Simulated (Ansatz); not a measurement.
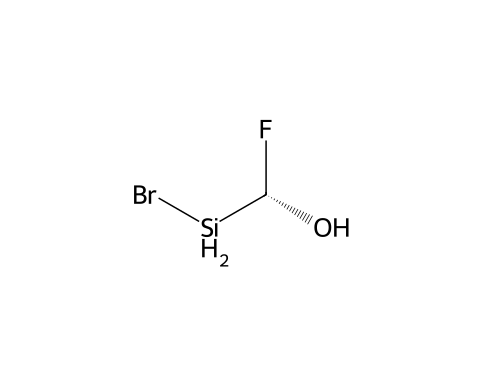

Source: calculation with Ansatz.

A structural formula.

Transcribe the drawing into SMILES.

Answer. O[C@@H](F)[SiH2]Br

Give the formula, hydrogens included.

Answer. CH4BrFOSi.

An optimisation with PBE-D4/def2-SVP gave a structure of which point group?

Answer. C1.
